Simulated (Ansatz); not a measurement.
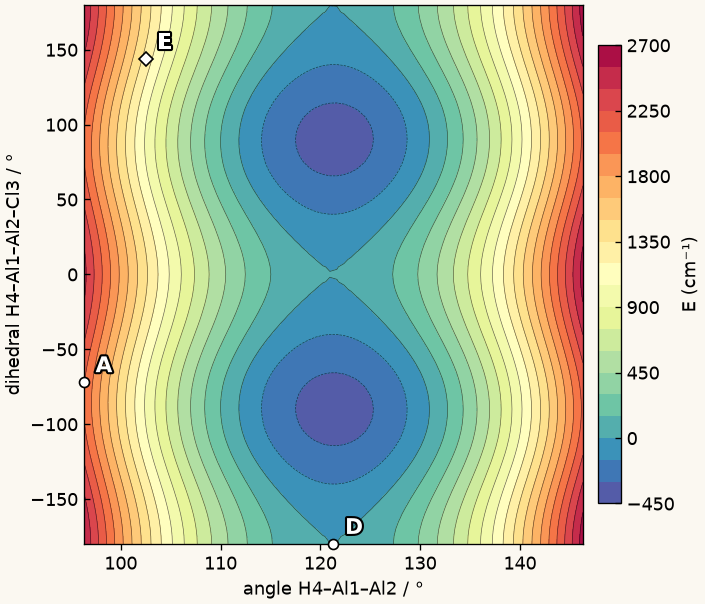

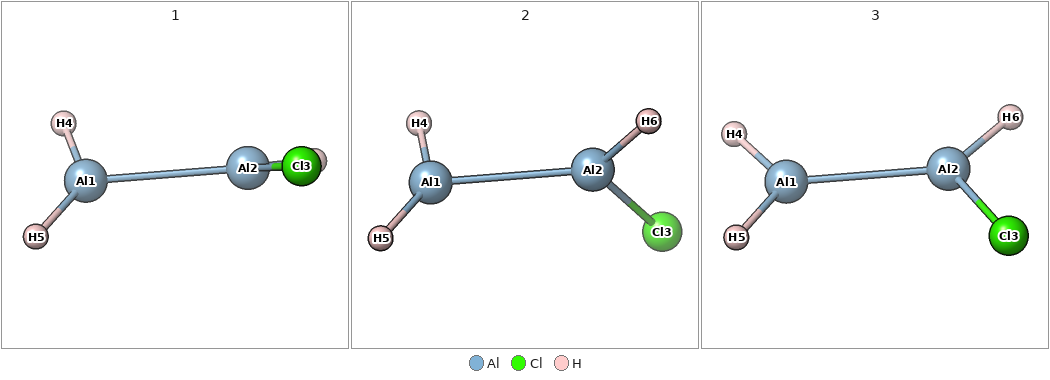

Al2ClH3, SMILES [AlH2][AlH][Cl]. Coordinates scanned: (1) angle H4–Al1–Al2; (2) dihedral H4–Al1–Al2–Cl3. Nothing is relaxed (all other coordinates rigid). The scan uses a 9 × 10 grid; 54 points were computed and 36 follow by symmetry. All energies are given in cm⁻¹ relative to the relaxed molecule at the same level. Theory: Ansatz, RKS PBE0-D4/def2-TZVP.

The picture shows filled contours, lettered points. Between grid points the surface is interpolated. The numbered pictures are the structures at these points, in random order.

**Which structure belongs to which point?**

A is structure 2: angle H4–Al1–Al2 = 96.3°, dihedral H4–Al1–Al2–Cl3 = −72°, 2112 cm⁻¹; D is structure 3: angle H4–Al1–Al2 = 121.3°, dihedral H4–Al1–Al2–Cl3 = −180°, 0 cm⁻¹; E is structure 1: angle H4–Al1–Al2 = 102.5°, dihedral H4–Al1–Al2–Cl3 = 144°, 1295 cm⁻¹.
